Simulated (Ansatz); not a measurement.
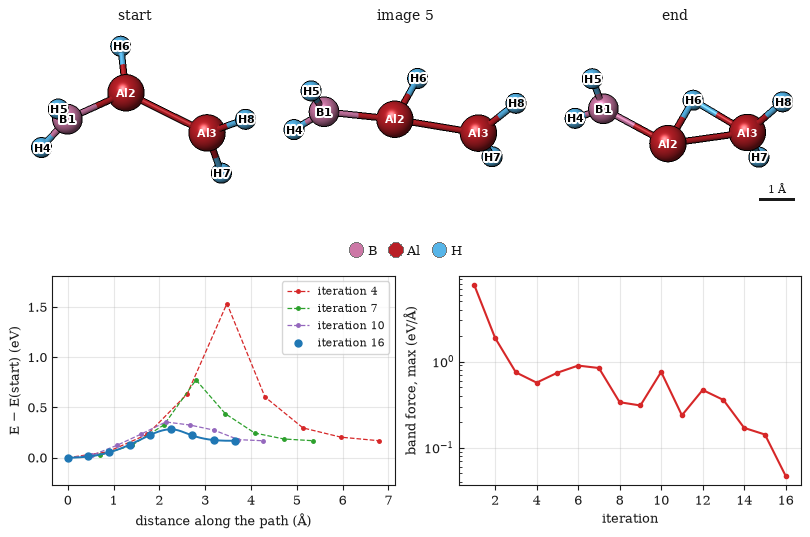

A search for the minimum-energy path of Al2BH5 by the nudged elastic band. Images are numbered from 0 (start) to 8 (end). The plot follows the band through its iterations. Style: ball-and-stick. Shown at a tilt.

Level of theory: UKS r2SCAN-D4/def2-mTZVP (Ansatz). Set-up: 7 movable images; climbing image; force threshold 0.05 eV/Å; iteration limit 41; starting path through a guess of the saddle point.

> Judge this run.

The result is final at these settings. The band converged in 16 iterations. The largest component of the band force went from 7.7 to 0.047 eV/Å. The climbing image converged on the top of the path. Its vibrational analysis gives one imaginary mode (270i cm⁻¹), as a transition state must have. The first iteration put the highest image at 2.973 eV. The highest point, image 5, lies 0.283 eV above the start and 0.114 eV above the end; the end is at +0.169 eV relative to the start.

The run took 7.3 min on 2 threads of Arm Neoverse V2, on a shared host, peak memory 0.22 GiB.
